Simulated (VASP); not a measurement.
Consider the following.

```yaml
crystal:
  lattice:
    - [3.89098, 0.00000, 0.00000]
    - [0.00000, 3.89098, 0.00000]
    - [0.00000, 0.00000, 3.89098]
  atoms:
    - { symbol: Ti, position: [0.00000, 0.00000, 0.00000] }
    - { symbol: Pt, position: [0.00000, 0.50000, 0.50000] }
    - { symbol: Pt, position: [0.50000, 0.00000, 0.50000] }
    - { symbol: Pt, position: [0.50000, 0.50000, 0.00000] }
```

Calculation: AM05 GGA, VASP's PBE PAW potentials (set 64) (plane waves; VASP 6.6.1). Numerical set-up: 520 eV cut-off, 9×9×9 Γ-centred mesh, tetrahedra with Blöchl corrections, potentials Ti_sv Pt.

Unless said otherwise, spin-orbit coupling is left out, though it shifts the bands of the heavy elements here.

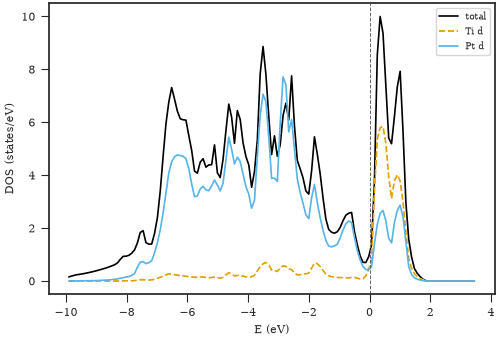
Total and projected density of states, zero at the Fermi level

Within 2 eV below the Fermi level the largest weight inside VASP's projection spheres is Pt d.

It has no gap at this level: it comes out as a metal or semimetal.

The compound is Pt3Ti in the L1_2 structure. It was relaxed first.
